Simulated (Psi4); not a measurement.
# BHLYP/6-311+G(d,p) run of BCl2F (dichlorofluoroborane)

Aim: the vertical ionisation energy of BCl2F (dichlorofluoroborane) at BHLYP/6-311+G**, from 2 runs. 

The calculation is run with Psi4 1.11.

### 1 The molecule

The species is BCl2F (4 atoms), meant as a singlet with charge 0. As SMILES, `FB(Cl)Cl`. Geometry: relaxed at PBE0-D4/def2-TZVP.

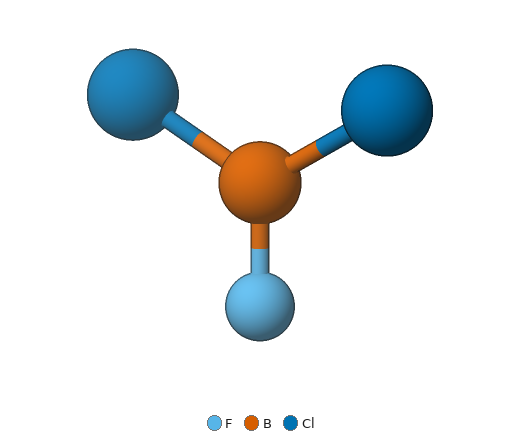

Viewed from a chosen angle; fluorine blue, boron orange, chlorine blue.

### 2 Energy and gradient at BHLYP/6-311+G(d,p)

The input, bcl2f.xyz:

```xyz
4
BCl2F
F      0.114370    -1.165320    -0.781190
B      0.007910    -0.080610    -0.054040
Cl    -1.549540     0.373780     0.571420
Cl     1.427260     0.872140     0.263810
```

The input, bcl2f.py:

```python
import psi4

psi4.set_memory('2200 MB')
psi4.set_num_threads(1)
psi4.core.set_output_file('psi4.out', False)

with open('bcl2f.xyz') as f:
    atoms = ''.join(f.readlines()[2:])
molecule = psi4.geometry('0 1\n' + atoms + 'symmetry c1\nno_reorient\nno_com')

psi4.set_options({
    'basis': '6-311+G**',
    'reference': 'rks',
    'puream': True,
    'e_convergence': 1e-09,
    'd_convergence': 1e-08,
    'scf_type': 'pk',
    'dft_radial_points': 99,
    'dft_spherical_points': 590,
})

result, w = psi4.gradient("bhhlyp", return_wfn=True)
psi4.oeprop(w, "QUADRUPOLE", "MAYER_INDICES", "WIBERG_LOWDIN_INDICES", title="BHHLYP")
print('gradient / Eh bohr^-1')
print(result.np.round(6))
print(f'energy = {w.energy():.10f} Eh')
```

Launch:

```console
python bcl2f.py
```

psi4.out, cut to the lines that bear on the results:

```text
[...]
  Running in c1 symmetry.
[...]
  Nuclear repulsion =  181.669072785720488
[...]
  Multiplicity = 1
[...]
  Nalpha       = 24
  Nbeta        = 24
[...]
    Number of basis functions: 104
[...]
   @RKS iter   1: -1045.18960134840677   -2.71443e-01   4.10839e-03 ADIIS/DIIS
[...]
   @RKS iter  10: -1045.24619093489332   -1.20508e-11   5.93581e-09 DIIS
[...]
    Orbital Energies [Eh]
    ---------------------
    Doubly Occupied:
       1A   -102.838331     2A   -102.838331     3A    -25.353707
       4A     -9.916488     5A     -9.916464     6A     -7.567778
       7A     -7.567777     8A     -7.563474     9A     -7.563473
      10A     -7.562251    11A     -7.562250    12A     -7.256776
      13A     -1.424703    14A     -1.001546    15A     -0.968474
      16A     -0.692418    17A     -0.611670    18A     -0.596989
      19A     -0.575551    20A     -0.482441    21A     -0.448257
      22A     -0.434614    23A     -0.412951    24A     -0.397429
[...]
  @RKS Final Energy: -1045.24619093489332
   => Energetics <=
    Nuclear Repulsion Energy =            181.6690727857204877
    One-Electron Energy =               -1804.6113789172131874
    Two-Electron Energy =                 614.2025796246111895
    DFT Exchange-Correlation Energy =     -36.5064644280118458
    Empirical Dispersion Energy =           0.0000000000000000
    VV10 Nonlocal Energy =                  0.0000000000000000
    Total Energy =                      -1045.2461909348933204
[...]
  -Total Gradient:
     Atom            X                  Y                   Z
    ------   -----------------  -----------------  -----------------
       1        0.000434964855    -0.004426173270    -0.002966896785
       2       -0.000340649665     0.003471539303     0.002326238730
       3        0.000552792216     0.000579181119     0.000259257876
       4       -0.000647314717     0.000377567086     0.000382818154
[...]
 Multipole Moments:
 ------------------------------------------------------------------------------------
     Multipole            Electronic (a.u.)      Nuclear  (a.u.)        Total (a.u.)
 ------------------------------------------------------------------------------------
 L = 1.  Multiply by 2.5417464519 to convert [e a0] to [Debye]
 Dipole X            :          1.8985307           -1.9083966           -0.0098659
 Dipole Y            :        -19.3442239           19.4447338            0.1005099
 Dipole Z            :        -12.9679567           13.0353308            0.0673741
 Magnitude           :                                                    0.1214037
 L = 2.  Multiply by 1.3450342976 to convert [e a0^2] to [Debye ang]
 Quadrupole XX       :       -296.6061370          269.8528981          -26.7532389
 Quadrupole XY       :        -36.1458094           36.1114365           -0.0343729
[...]
```

The script printed:

```text
gradient / Eh bohr^-1
[[ 0.000435 -0.004426 -0.002967]
 [-0.000341  0.003472  0.002326]
 [ 0.000553  0.000579  0.000259]
 [-0.000647  0.000378  0.000383]]
energy = -1045.2461909349 Eh
```

It took 20 s on 1 thread of Intel Xeon Platinum 8259CL at 2.50GHz (Skylake/Cascade Lake), shared host; peak memory 0.94 GiB.

### 3 The doublet cation

The input, bcl2f_ase.py:

```python
import numpy as np
from ase.calculators.psi4 import Psi4
from ase import Atoms

a = Atoms(['F', 'B', 'Cl', 'Cl'], positions=[
    [0.114370, -1.165320, -0.781190],
    [0.007910, -0.080610, -0.054040],
    [-1.549540, 0.373780, 0.571420],
    [1.427260, 0.872140, 0.263810],
])
calc = Psi4(atoms=a, method='bhhlyp', basis='6-311+G**', memory='2200MB', num_threads=1, charge=1, multiplicity=2, label='calc', reference='uks')
calc.psi4.set_options({'puream': True, 'e_convergence': 1e-09, 'd_convergence': 1e-08, 'scf_type': 'pk', 'dft_radial_points': 99, 'dft_spherical_points': 590, 'maxiter': 100})
a.calc = calc

forces = a.get_forces()
print(f'energy: {a.get_potential_energy():.6f} eV')
print('forces / eV A^-1')
print(np.round(forces, 5))
```

Launch:

```console
python bcl2f_ase.py
```

calc.dat, cut to the lines that bear on the results:

```text
[...]
  Running in c1 symmetry.
[...]
  Nuclear repulsion =  181.669072785720459
[...]
  Multiplicity = 2
[...]
  Nalpha       = 24
  Nbeta        = 23
[...]
    Number of basis functions: 104
[...]
   @UKS iter   1: -1044.74871645325356    1.69442e-01   3.69268e-03 DIIS/ADIIS
[...]
   @UKS iter  14: -1044.79911470669981   -2.95586e-12   6.48983e-09 DIIS
[...]
   @S^2 Observed:                7.606350005E-01
[...]
  @UKS Final Energy: -1044.79911470669981
   => Energetics <=
    Nuclear Repulsion Energy =            181.6690727857204593
    One-Electron Energy =               -1791.4640040969179609
    Two-Electron Energy =                 601.3052210276980531
    DFT Exchange-Correlation Energy =     -36.3094044232001920
    Empirical Dispersion Energy =           0.0000000000000000
    VV10 Nonlocal Energy =                  0.0000000000000000
    Total Energy =                      -1044.7991147066998110
[...]
 Multipole Moments:
 ------------------------------------------------------------------------------------
     Multipole            Electronic (a.u.)      Nuclear  (a.u.)        Total (a.u.)
 ------------------------------------------------------------------------------------
 L = 1.  Multiply by 2.5417464519 to convert [e a0] to [Debye]
 Dipole X            :          0.0208450           -0.0786930           -0.0578480
 Dipole Y            :         -0.2123840            0.8018151            0.5894312
 Dipole Z            :         -0.1423830            0.5375133            0.3951303
 Magnitude           :                                                    0.7119715
[...]
  -Total Gradient:
     Atom            X                  Y                   Z
    ------   -----------------  -----------------  -----------------
       1        0.002687689388    -0.027380054229    -0.018354349103
       2       -0.004588037222     0.046750916289     0.031339395168
       3       -0.007024907093    -0.011019256701    -0.005667553970
       4        0.008925065939    -0.008349678353    -0.007316199602
[...]
```

The script printed:

```text
energy: -28430.432028 eV
forces / eV A^-1
[[-0.13821  1.40794  0.94382]
 [ 0.23593 -2.40403 -1.61154]
 [ 0.36124  0.56663  0.29144]
 [-0.45895  0.42936  0.37621]]
```

It took 29 s on 1 thread of Intel Xeon Platinum 8259CL at 2.50GHz (Skylake/Cascade Lake), shared host; peak memory 0.95 GiB.

### 4 Outcome

Level: BHLYP/6-311+G**.

```
                                          quantity           value
                       singlet BCl2F: total energy  -1045.24619 Eh
                      singlet BCl2F: dipole moment          0.31 D
                        singlet BCl2F: HOMO energy       -10.81 eV
                        singlet BCl2F: LUMO energy        -0.01 eV
                      singlet BCl2F: HOMO–LUMO gap        10.80 eV
           singlet BCl2F: largest force on an atom      0.275 eV/Å
                      doublet cation: total energy  -1044.79911 Eh
doublet cation: HOMO energy (highest over α and β)       -17.31 eV
 doublet cation: LUMO energy (lowest over α and β)       -13.54 eV
                              doublet cation: ⟨S²⟩           0.761
          doublet cation: largest force on an atom      2.904 eV/Å
vertical ionisation energy (to the doublet cation)       12.166 eV
```

In words: The vertical ionisation energy comes to 12.17 eV (281 kcal/mol). The largest force (singlet BCl2F) is 0.27 eV/Å: the shape isn't a stationary point for this species at this level. −ε(HOMO) before ionisation, 10.81 eV, is 1.35 eV below this ionisation energy.
